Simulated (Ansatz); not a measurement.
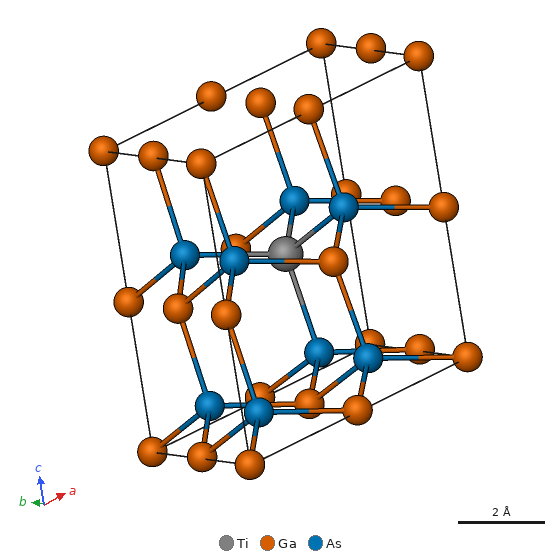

We look at a ball-and-stick model of the crystal from a general direction. The supercell is outlined; an atom on or near a face, edge or corner is repeated at each equivalent position. The host is GaAs, in a cell of 16 sites, and the cell carries a charge of +1.

**Where does the cell differ from the host, and how?**

Titanium on a gallium site (a substitutional impurity). It is bonded to four As in a tetrahedral arrangement at about 2.4 Å.

The numbers come from DFT LDA, scalar-relativistic, plane waves, PAW in Ansatz 0.2.0, using a cutoff energy of 420 eV, Brillouin-zone sampling on a 3×3×3 mesh, Gaussian smearing of 0.02 eV, collinear spins.

**Does the defect carry a magnetic moment?**

No net moment.

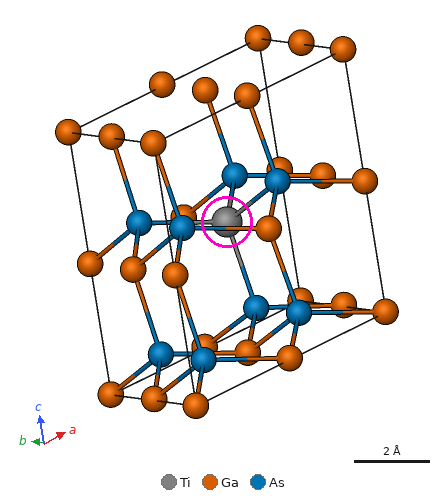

The same cell with a ring at the defect's site.

The atoms were relaxed in the host's cell with Ansatz 0.2.0, DFT LDA, scalar-relativistic, plane waves, PAW.
